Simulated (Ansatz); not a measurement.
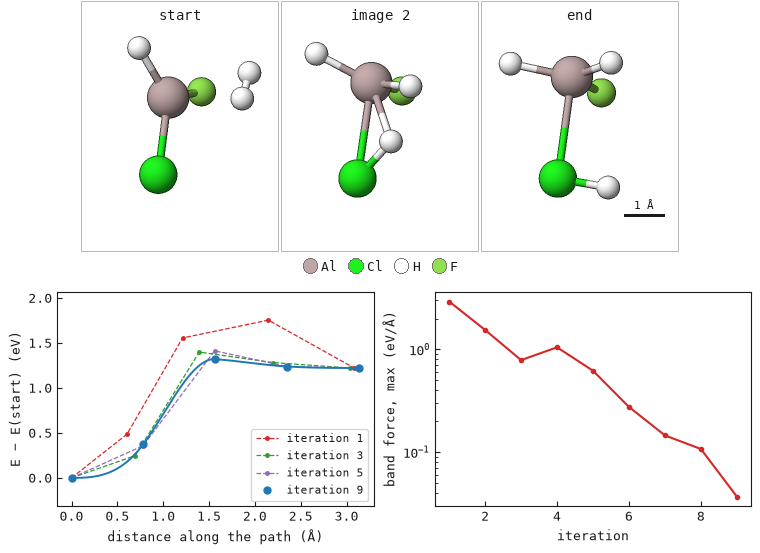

A search for the minimum-energy path of AlH₃ClF, made up at the start of AlHClF and H2 by the nudged elastic band. Images are numbered from 0 (start) to 4 (end). The plot follows the band through its iterations. The picture is a ball-and-stick view, seen at a tilt.

Method: RKS BLYP-D4/def2-SVP (Ansatz).

Input
```yaml
crystal:
  periodic: [false, false, false]
  atoms:
    - { symbol: Al, position_ang: [0.022559, 0.156581, 0.231298] }
    - { symbol: Cl, position_ang: [-0.057908, 0.766715, 2.257427] }
    - { symbol: H, position_ang: [1.366496, 0.084622, -0.580492] }
    - { symbol: F, position_ang: [-1.434993, -0.040879, -0.573621] }
    - { symbol: H, position_ang: [0.014878, -2.238744, 0.521664] }
    - { symbol: H, position_ang: [0.120368, -1.993895, 1.243724] }
basis:
  gaussian: { orbitals: def2-SVP }
hamiltonian:
  xc: blyp
  dispersion: d4
neb:
  order_check: false
  images: 3
  f_tol: 0.05
  max_iterations: 60
  climbing: false
  final_atoms:
    - { symbol: Al, position_ang: [0.16990439, -0.52397009, -0.35841908] }
    - { symbol: Cl, position_ang: [0.21061509, -0.08332419, 2.32404968] }
    - { symbol: H, position_ang: [1.29144279, 0.55124174, -0.68389281] }
    - { symbol: F, position_ang: [-1.4390571, -0.05115105, -0.57017991] }
    - { symbol: H, position_ang: [0.39986129, -2.09086802, -0.21532367] }
    - { symbol: H, position_ang: [-0.60136646, -1.0675284, 2.60376579] }
  initial_path:
    images:
      - { positions_ang: [[0.022559, 0.156581, 0.231298], [-0.057908, 0.766715, 2.257427], [1.366496, 0.084622, -0.580492], [-1.434993, -0.040879, -0.573621], [0.014878, -2.238744, 0.521664], [0.120368, -1.993895, 1.243724]] }
      - { positions_ang: [[0.00893812, 0.07174156, 0.10895431], [-0.03005054, 0.40894914, 2.41161775], [1.35600999, 0.03122056, -0.68760047], [-1.45197363, -0.04312148, -0.71502778], [0.05100798, -1.99971731, 0.56921175], [0.09746808, -1.73467247, 1.41284444]] }
      - { positions_ang: [[-0.00468276, -0.01309787, -0.01338939], [-0.00219307, 0.05118329, 2.5658085], [1.34552398, -0.02218088, -0.79470894], [-1.46895425, -0.04536396, -0.85643456], [0.08713795, -1.76069063, 0.6167595], [0.07456816, -1.47544994, 1.58196489]] }
      - { positions_ang: [[0.08261081, -0.26853398, -0.18590424], [0.10421101, -0.01607045, 2.44492909], [1.31848339, 0.26453043, -0.73930087], [-1.45400568, -0.04825751, -0.71330723], [0.24349962, -1.92577932, 0.20071792], [-0.26339915, -1.27148917, 2.09286534]] }
      - { positions_ang: [[0.16990439, -0.52397009, -0.35841908], [0.21061509, -0.08332419, 2.32404968], [1.29144279, 0.55124174, -0.68389281], [-1.4390571, -0.05115105, -0.57017991], [0.39986129, -2.09086802, -0.21532367], [-0.60136646, -1.0675284, 2.60376579]] }
```

Run as
```bash
ansatz run input.yaml --threads 1 --pin off --max-ram 2048MiB --backend cpu --events-out ev --progress --plain --runs-dir out
```

How did the profile develop, and is the result final?

Answer. The run is converged, with reservations. The band converged in 9 iterations. The largest component of the band force went from 2.9 to 0.037 eV/Å. No image climbed, so the highest image needn't lie on the saddle point, and the true maximum along this path can be higher. So few images resolve the path coarsely. The first iteration put the highest image at 1.75 eV. Forward barrier 1.32 eV, backward barrier 0.10 eV, with image 2 at the top; the reaction energy is +1.22 eV.

Limits of the set-up: the start holds two separate molecules, 2.4 Å apart at their closest, whose relative position is a soft coordinate.
